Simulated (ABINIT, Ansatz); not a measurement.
# KI (Fm-3m): modes at Γ and the response to a field

Which modes does KI (Fm-3m) have at the zone centre?

Program: ABINIT 10.8.3. Level of theory: DFT LDA, scalar-relativistic, plane waves, PseudoDojo norm-conserving pseudopotentials. Results are calculated unless marked as measured.

### 1. Set-up

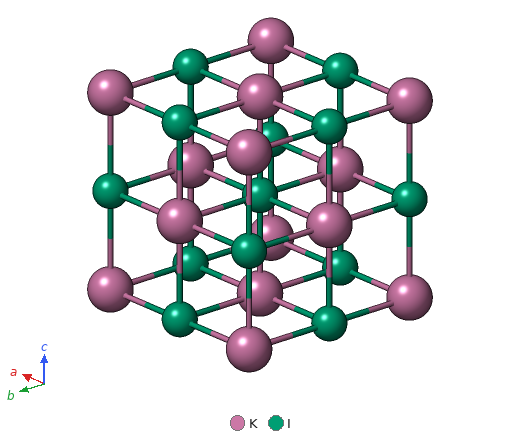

The starting structure, seen from a free direction (potassium pink, iodine teal). This picture shows the conventional cell, with its axes. Some periodic images of atoms are drawn too.

### 2. Relaxation

The harmonic expansion needs vanishing forces, and a free crystal bears no stress, so cell and atoms are brought to rest. Stress is more sensitive to the basis than forces are: the last 3 Ha under the cutoff are smoothed with ecutsm, and the cutoff is raised above that of the later runs.

The starting cell comes from a relaxation made beforehand in Ansatz (LDA, PseudoDojo NC).

The input, relax.abi:

```
# relaxation
ionmov 2
optcell 2
dilatmx 1.08
ntime 40
tolmxf 1.0d-05
tolvrs 1.0d-14
prtwf 0
prtden 0
chksymtnons 0

# basis, mesh and filling
ecut 40.0
ecutsm 3.0
ngkpt 6 6 6
nshiftk 1
shiftk 0.0 0.0 0.0
istwfk *1
occopt 1
nband 8
nstep 100
diemac 9.0
prtebands 0
prtgsr 0
useylm 1

# cell and atoms
acell 3*1.0 Angstrom
rprim 
    0.0 3.408842607 3.408842607
    3.408842607 0.0 3.408842607
    3.408842607 3.408842607 0.0
ntypat 2
znucl 19 53
natom 2
typat 1 2
xred 
    0.0 0.0 0.0
    0.5 0.5 0.5
pp_dirpath "./pseudo"
pseudos "K.upf, I.upf"
```

Launch:

```bash
$ OMP_NUM_THREADS=1 mpirun -n 2 abinit relax.abi > relax.log
```

Numbers of over 12 decimals in the logs are rounded to 6 here.

relax.abo, the main output file:

```text
[banners, grids, parts of the stress and lines that vanish by symmetry left out]
- input  file    -> relax.abi
- output file    -> relax.abo
- root for input  files -> relaxi
[...]
Symmetries : space group Fm -3 m (#225); Bravais cF (face-center cubic)
[...]
mpw =        8166          nfft =      216000          nkpt =          16
[...]
== DATASET  1 ==================================================================
[...]
cutoff_energies: {ecut:  40.0, pawecutdg:  -1.0, }
[...]
ETOT  1  -43.018458317488    -4.302E+01 6.057E-02 7.271E+01
 ETOT  2  -43.045109367847    -2.665E-02 2.152E-05 2.300E+00
 ETOT  3  -43.045243439022    -1.341E-04 5.245E-07 5.518E-02
 ETOT  4  -43.045244190230    -7.512E-07 4.781E-08 9.749E-03
 ETOT  5  -43.045244430272    -2.400E-07 3.052E-08 2.081E-04
[...]
ETOT 10  -43.045244447655    -1.002E-12 4.565E-16 7.008E-13
 ETOT 11  -43.045244447659    -4.164E-12 2.319E-17 1.690E-15
 At SCF step   11       vres2   =  1.69E-15 < tolvrs=  1.00E-14 =>converged.
[...]
sigma(1 1)=  5.20128524E-08  sigma(3 2)=  0.00000000E+00
  sigma(2 2)=  5.20128524E-08  sigma(3 1)=  0.00000000E+00
  sigma(3 3)=  5.20128524E-08  sigma(2 1)=  0.00000000E+00
[...]
convergence: {deltae: -4.164E-12, res2:  1.690E-15, residm:  2.319E-17, diffor: null, }
etotal    :  -4.30452444E+01
[...]
At Broyd/MD step   1, gradients are converged :
[...]
sigma(1 1)=  5.20128524E-08  sigma(3 2)=  0.00000000E+00
  sigma(2 2)=  5.20128524E-08  sigma(3 1)=  0.00000000E+00
  sigma(3 3)=  5.20128524E-08  sigma(2 1)=  0.00000000E+00
[...]
- sigma(1 1)=  1.53027095E-03  sigma(3 2)=  0.00000000E+00
- sigma(2 2)=  1.53027095E-03  sigma(3 1)=  0.00000000E+00
- sigma(3 3)=  1.53027095E-03  sigma(2 1)=  0.00000000E+00
[...]
fcart     -0.0000000000E+00 -0.0000000000E+00 -0.0000000000E+00
           strten      5.2012852391E-08  5.2012852391E-08  5.2012852391E-08
================================================================================

[key lines of the parts left out:]
pressure_GPa:  -1.5303E-03
Total energy (etotal) [Ha]= -4.30452444476591E+01
```

The job ended after 38 s (2 MPI ranks of Arm Neoverse N1, shared host).

Little changed from the start: no atom moved by 0.005 Å and no cell edge by 0.1 %.

Numbers from this step:

| Property | Result |
| --- | --- |
| volume per atom | 39.61 Å³ |
| pressure | -0.001530 GPa |

### 3. Self-consistent run for the response

First-order wavefunctions inherit every error of the ground state, hence the very tight tolvrs. The mesh is shifted off Γ, since shifted meshes converge sums over the zone faster.

The input, gs.abi:

```
# ground state
tolvrs 1.0d-16
prtden 1
prtwf 1

# basis, mesh and filling
ecut 32.0
ngkpt 4 4 4
nshiftk 4
shiftk 
    0.5 0.5 0.5
    0.5 0.0 0.0
    0.0 0.5 0.0
    0.0 0.0 0.5
istwfk *1
occopt 1
nband 8
nstep 100
diemac 9.0
prtebands 0
prtgsr 0
useylm 1

# cell and atoms
acell 3*1.0 Angstrom
rprim 
    0.0 3.408842609 3.408842609
    3.408842609 0.0 3.408842609
    3.408842609 3.408842609 0.0
ntypat 2
znucl 19 53
natom 2
typat 1 2
xred 
    0.0 0.0 0.0
    0.5 0.5 0.5
pp_dirpath "./pseudo"
pseudos "K.upf, I.upf"
```

Launch:

```bash
$ OMP_NUM_THREADS=1 mpirun -n 2 abinit gs.abi > gs.log
```

gs.abo, the main output file:

```text
[banners, grids, parts of the stress and lines that vanish by symmetry left out]
- input  file    -> gs.abi
- output file    -> gs.abo
- root for input  files -> gsi
[...]
Symmetries : space group Fm -3 m (#225); Bravais cF (face-center cubic)
[...]
mpw =        4646          nfft =      110592          nkpt =          10
[...]
== DATASET  1 ==================================================================
[...]
cutoff_energies: {ecut:  32.0, pawecutdg:  -1.0, }
[...]
ETOT  1  -43.028051724443    -4.303E+01 3.559E-02 3.704E+01
 ETOT  2  -43.045009986087    -1.696E-02 9.008E-06 1.071E+00
 ETOT  3  -43.045126404739    -1.164E-04 3.321E-07 3.121E-02
 ETOT  4  -43.045127155231    -7.505E-07 4.431E-08 3.558E-03
 ETOT  5  -43.045127304023    -1.488E-07 2.225E-08 7.896E-05
[...]
ETOT 11  -43.045127318526     1.300E-12 1.479E-18 3.251E-15
 ETOT 12  -43.045127318525     1.279E-12 1.809E-19 2.835E-17
 At SCF step   12       vres2   =  2.84E-17 < tolvrs=  1.00E-16 =>converged.
[...]
sigma(1 1)=  3.13597886E-06  sigma(3 2)=  0.00000000E+00
  sigma(2 2)=  3.13597886E-06  sigma(3 1)=  0.00000000E+00
  sigma(3 3)=  3.13597886E-06  sigma(2 1)=  0.00000000E+00
[...]
convergence: {deltae:  1.279E-12, res2:  2.835E-17, residm:  1.809E-19, diffor: null, }
etotal    :  -4.30451273E+01
[...]
sigma(1 1)=  3.13597886E-06  sigma(3 2)=  0.00000000E+00
  sigma(2 2)=  3.13597886E-06  sigma(3 1)=  0.00000000E+00
  sigma(3 3)=  3.13597886E-06  sigma(2 1)=  0.00000000E+00
[...]
- sigma(1 1)=  9.22636835E-02  sigma(3 2)=  0.00000000E+00
- sigma(2 2)=  9.22636835E-02  sigma(3 1)=  0.00000000E+00
- sigma(3 3)=  9.22636835E-02  sigma(2 1)=  0.00000000E+00
[...]
fcart     -0.0000000000E+00 -0.0000000000E+00 -0.0000000000E+00
           strten      3.1359788614E-06  3.1359788614E-06  3.1359788614E-06
================================================================================

[key lines of the parts left out:]
pressure_GPa:  -9.2264E-02
```

Wall time 14 s (2 MPI ranks).

Numbers from this step:

```yaml
pressure: -0.09226 GPa
```

The cell stands at -0.092 GPa, close enough for phonons.

### 4. The gap at rest

Empty bands on the ground state's density check that the gap assumed so far is there in this cell.

The input, gap.abi:

```
# empty bands on the ground state's density
iscf -2
getden_filepath "gso_DEN"
tolwfr 1.0d-12
nbdbuf 2
prtwf 0

# basis, mesh and filling
ecut 32.0
ngkpt 6 6 6
nshiftk 1
shiftk 0.0 0.0 0.0
istwfk *1
occopt 1
nband 12
nstep 100
diemac 9.0
prtebands 0
prtgsr 0
useylm 1

# cell and atoms
acell 3*1.0 Angstrom
rprim 
    0.0 3.408842609 3.408842609
    3.408842609 0.0 3.408842609
    3.408842609 3.408842609 0.0
ntypat 2
znucl 19 53
natom 2
typat 1 2
xred 
    0.0 0.0 0.0
    0.5 0.5 0.5
pp_dirpath "./pseudo"
pseudos "K.upf, I.upf"
```

Launch:

```bash
$ OMP_NUM_THREADS=1 mpirun -n 2 abinit gap.abi > gap.log
```

gap.abo, the main output file:

```text
[banners, grids, parts of the stress and lines that vanish by symmetry left out]
- input  file    -> gap.abi
- output file    -> gap.abo
- root for input  files -> gapi
[...]
Symmetries : space group Fm -3 m (#225); Bravais cF (face-center cubic)
[...]
mpw =        4656          nfft =      110592          nkpt =          16
[...]
== DATASET  1 ==================================================================
[...]
cutoff_energies: {ecut:  32.0, pawecutdg:  -1.0, }
[...]
-outvars: echo values of variables after computation
            acell      1.8897261259E+00  1.8897261259E+00  1.8897261259E+00 Bohr
================================================================================
```

The job ended after 23 s (2 MPI ranks; 46 s of CPU time).

Read from the output:

| Quantity | Value |
| --- | --- |
| gap on the k-mesh | 3.866 eV |

In this cell the gap on the mesh is 3.9 eV, direct, so fixed occupations hold.

### 5. Zone-centre response

The derivative of the wavefunctions by k comes first, since the response to a field is built on it; then the field and the displacements that symmetry doesn't supply are solved at q = 0.

It reads the wavefunctions written in step 3.

The input, dfpt_gamma.abi:

```
ndtset 2

# common to the responses
getwfk_filepath "gso_WFK"
kptopt 2
nqpt 1
qpt 0.0 0.0 0.0
asr 0
chneut 0

# d/dk
rfelfd1 2
rfdir1 1 1 1
iscf1 -3
tolwfr1 1.0d-20

# displacements, field
rfphon2 1
rfatpol2 1 2
rfdir2 1 1 1
rfelfd2 3
getddk2 1
tolvrs2 1.0d-10
prtwf2 0

# basis, mesh and filling
ecut 32.0
ngkpt 4 4 4
nshiftk 4
shiftk 
    0.5 0.5 0.5
    0.5 0.0 0.0
    0.0 0.5 0.0
    0.0 0.0 0.5
istwfk *1
occopt 1
nband 8
nstep 100
diemac 9.0
prtebands 0
prtgsr 0
useylm 1

# cell and atoms
acell 3*1.0 Angstrom
rprim 
    0.0 3.408842609 3.408842609
    3.408842609 0.0 3.408842609
    3.408842609 3.408842609 0.0
ntypat 2
znucl 19 53
natom 2
typat 1 2
xred 
    0.0 0.0 0.0
    0.5 0.5 0.5
pp_dirpath "./pseudo"
pseudos "K.upf, I.upf"
```

Launch:

```bash
$ OMP_NUM_THREADS=1 mpirun -n 2 abinit dfpt_gamma.abi > dfpt_gamma.log
```

dfpt_gamma.abo, the main output file:

```text
[banners, grids, parts of the stress and lines that vanish by symmetry left out]
- input  file    -> dfpt_gamma.abi
- output file    -> dfpt_gamma.abo
- root for input  files -> dfpt_gammai
[...]
DATASET    1 : space group Fm -3 m (#225); Bravais cF (face-center cubic)
[...]
nfft =      110592          nkpt =         128
[...]
DATASET    2 : space group Fm -3 m (#225); Bravais cF (face-center cubic)
[...]
nfft =      110592          nkpt =         128
[...]
== DATASET  1 ==================================================================
[...]
cutoff_energies: {ecut:  32.0, pawecutdg:  -1.0, }
[...]
- 53.00000   7.00000  180309                  znucl, zion, pspdat
[...]
Perturbation : derivative vs k along direction   1
[...]
-ETOT  1  -11.526231101319     -1.153E+01 2.841E-02 0.000E+00
 ETOT  2  -11.580273567438     -5.404E-02 1.235E-03 0.000E+00
 ETOT  3  -11.580927615621     -6.540E-04 2.693E-05 0.000E+00
 ETOT  4  -11.580938904435     -1.129E-05 1.216E-06 0.000E+00
 ETOT  5  -11.580939155155     -2.507E-07 3.985E-08 0.000E+00
[...]
At SCF step   15   max residual=  9.93E-21 < tolwfr=  1.00E-20 =>converged.
[...]
Perturbation : derivative vs k along direction   2
[...]
-ETOT  1  -11.526231101145     -1.153E+01 2.841E-02 0.000E+00
[...]
At SCF step   15   max residual=  9.93E-21 < tolwfr=  1.00E-20 =>converged.
[...]
Perturbation : derivative vs k along direction   3
[...]
-ETOT  1  -11.526231100972     -1.153E+01 2.841E-02 0.000E+00
[...]
At SCF step   15   max residual=  9.93E-21 < tolwfr=  1.00E-20 =>converged.
[...]
1        1       1.6687352569    0.0000000000
     1        2       0.8343676284    0.0000000000
     1        3       0.8343676284   -0.0000000000
     2        1       0.8343676284    0.0000000000
     2        2       1.6687352569    0.0000000000
     2        3       0.8343676284    0.0000000000
     3        1       0.8343676284   -0.0000000000
     3        2       0.8343676284    0.0000000000
     3        3       1.6687352569    0.0000000000
[...]
== DATASET  2 ==================================================================
[...]
cutoff_energies: {ecut:  32.0, pawecutdg:  -1.0, }
[...]
Perturbation : displacement of atom   1   along direction   1
[...]
-ETOT  1   6.120654     -2.725E+03 7.923E+00 4.956E+02
[...]
At SCF step   13       vres2   =  3.55E-12 < tolvrs=  1.00E-10 =>converged.
[...]
Perturbation : displacement of atom   2   along direction   1
[...]
-ETOT  1   1.553274     -3.745E+02 1.102E+00 8.686E+02
[...]
At SCF step   10       vres2   =  2.29E-11 < tolvrs=  1.00E-10 =>converged.
[...]
Perturbation : homogeneous electric field along direction   1
[...]
-ETOT  1  -52.184401921674     -5.218E+01 7.045E-01 5.113E+04
[...]
ETOT 11  -64.412808624526     -1.592E-12 5.548E-14 1.973E-10
 ETOT 12  -64.412808624526      1.990E-13 1.355E-15 2.123E-11
 At SCF step   12       vres2   =  2.12E-11 < tolvrs=  1.00E-10 =>converged.
[...]
Dielectric tensor, in cartesian coordinates,
[...]
1    4   1    4         3.1219018277        -0.0000000000
   1    4   2    4        -0.0000000000        -0.0000000000
   1    4   3    4        -0.0000000000        -0.0000000000
   2    4   1    4        -0.0000000000        -0.0000000000
   2    4   2    4         3.1219018277        -0.0000000000
   2    4   3    4        -0.0000000000        -0.0000000000
   3    4   1    4        -0.0000000000        -0.0000000000
   3    4   2    4        -0.0000000000        -0.0000000000
   3    4   3    4         3.1219018277        -0.0000000000
  Effective charges, in cartesian coordinates,
[...]
1    1   1    4         1.1062228799         0.0000000000
   2    1   1    4         0.0000000000         0.0000000000
   3    1   1    4        -0.0000000000         0.0000000000
   1    2   1    4        -1.1058247226         0.0000000000
   2    2   1    4        -0.0000000000         0.0000000000
[...]
Effective charges, in cartesian coordinates,
[...]
2    4   1    2         0.0000000000         0.0000000000
   3    4   1    2         0.0000000000         0.0000000000
   1    4   2    2        -0.0000000000         0.0000000000
   2    4   2    2        -1.1058247475         0.0000000000
   3    4   2    2        -0.0000000000         0.0000000000
   1    4   3    2         0.0000000000         0.0000000000
   2    4   3    2        -0.0000000000         0.0000000000
   3    4   3    2        -1.1058247475         0.0000000000
  Phonon wavevector (reduced coordinates) :  0.00000  0.00000  0.00000
 Phonon energies in Hartree :
[...]
Phonon frequencies in cm-1    :
-  3.072892E-01  3.072894E-01  3.072898E-01  1.147114E+02  1.147114E+02
-  1.147114E+02
  Phonon at Gamma, with non-analyticity in the
[...]
Phonon energies in Hartree :
[...]
Phonon frequencies in cm-1    :
-  3.072892E-01  3.072894E-01  3.074481E-01  1.147114E+02  1.147114E+02
-  1.459549E+02
  Phonon at Gamma, with non-analyticity in the
[...]
Phonon energies in Hartree :
[...]
Phonon frequencies in cm-1    :
-  3.072892E-01  3.072898E-01  3.074477E-01  1.147114E+02  1.147114E+02
-  1.459549E+02
  Phonon at Gamma, with non-analyticity in the
[...]
Phonon energies in Hartree :
[...]
Phonon frequencies in cm-1    :
-  3.072894E-01  3.072898E-01  3.074475E-01  1.147114E+02  1.147114E+02
-  1.459549E+02
[...]
fcart2     0.0000000000E+00  0.0000000000E+00  0.0000000000E+00
           strten2     0.0000000000E+00  0.0000000000E+00  0.0000000000E+00
================================================================================
```

Wall time 12 min (2 MPI ranks); 24 min of CPU time.

Numbers from this step:

| Item | Value |
| --- | --- |
| miss of the charge sum rule | 3.98e-4 e |
| largest acoustic frequency at the zone centre before the sum rule | 0.31 cm⁻¹ |
| highest optical zone-centre mode (no LO-TO term) | 114.7 cm⁻¹ |
| lowest optical zone-centre mode | 114.7 cm⁻¹ |
| mean high-frequency dielectric constant | 3.122 |
| largest Born charge in size (third of the trace) | 1.106 e |

Born charge (rows field, columns displacement), before the sum rule (e), principal values of the symmetric part by kind of site:

| atom | atoms with these values | low | middle | high | mean |
| --- | --- | --- | --- | --- | --- |
| K1 | 1 | 1.11 | 1.11 | 1.11 | 1.11 |
| I2 | 1 | -1.11 | -1.11 | -1.11 | -1.11 |

In full for I2:

```
-1.11  0.00  0.00
 0.00 -1.11  0.00
 0.00  0.00 -1.11
```

High-frequency dielectric tensor:

```
3.12 0.00 0.00
0.00 3.12 0.00
0.00 0.00 3.12
```

The acoustic modes at Γ come out as far as 0.3 cm⁻¹ from zero, where they should vanish, a small numerical error; the Born charges miss their sum rule by 4.0e-4 e, which is good.

(Continued in part 2 of 2.)

[Host names and launcher messages were left out of these logs when they were recorded.]

[Logs are printed without paths, hosts, clocks, repeated set-up lines and the standing remarks that a program may print on its own settings, such as how far it seeks lower states.]

[Hosts, paths, dates, database ids (printed as entryN), source tags and the programs' standing remarks are cut or masked in the printed files.]
